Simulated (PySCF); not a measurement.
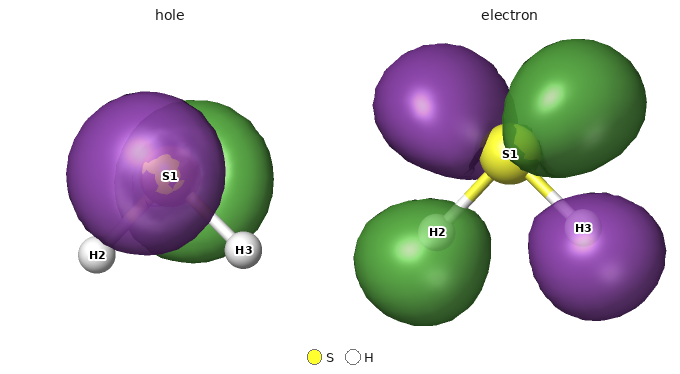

Figure. H$_{2}$S, SMILES `S`. Leading natural transition orbital pair of S₁ (full linear response singlet states); the surfaces enclose about 70 % of each orbital's density.

PySCF calculation, CAM-B3LYP/6-31G*, gas phase; geometry: GFN2-xTB. No frequency check shows the geometry to be a minimum. GFN2-xTB bond lengths at metals and heavier atoms can be off by up to 0.1 Å and shapes distorted, which carries into these values. Without diffuse functions Rydberg states are missing, so the states' numbers hold for this basis only.

Cartesian coordinates (Å):

```
S1       0.0000   -0.1021    0.0000
H2       0.9574    0.8165    0.0000
H3      -0.9574    0.8166    0.0000
```

Question: Where does the state lie, and where do hole and electron sit?

Answer: 6.26 eV (198 nm), f = 0.000 (dark), partly diffuse acceptor orbital, which a basis without diffuse functions describes poorly; the leading pair carries 100 %; hole on S1 (92 %), electron on S1 (65 %) and H2 and H3 (17 % each) (atom shares of so diffuse an orbital are rough); their centroids lie 0.2 Å apart. In canonical orbitals it is mainly HOMO → LUMO (100 %). The HOMO–LUMO gap is 10.89 eV.
